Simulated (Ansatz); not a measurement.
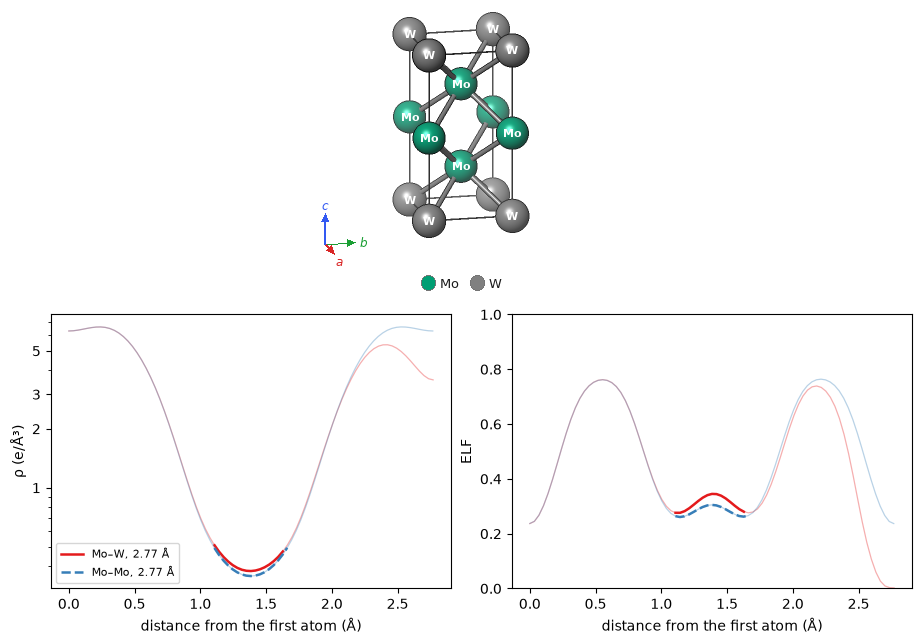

*Mo3W. Valence charge density (pseudo) and ELF along straight lines between neighbouring atoms. Thin, pale parts lie inside the atomic spheres. The structure is drawn too.*

Space group P4/mmm; a generated structure, not necessarily the stable one; changed on purpose from its base cell (volume × 1.03, shape and atoms relaxed); computed pressure about −7 GPa in this cell; computed without spin polarisation.

Computed with DFT PBE, scalar-relativistic, plane waves, PAW (Ansatz).

In a PAW calculation such maps are meaningful between the atoms, not at the nuclei.

**Compare the contacts.**

Mo–W (2.77 Å): ρ is about 0.38 e/Å³ halfway; the ELF is about 0.35 at the midpoint.
Mo–Mo (2.77 Å): the density is about 0.35 e/Å³ at the midpoint; the ELF is about 0.30 at the midpoint.
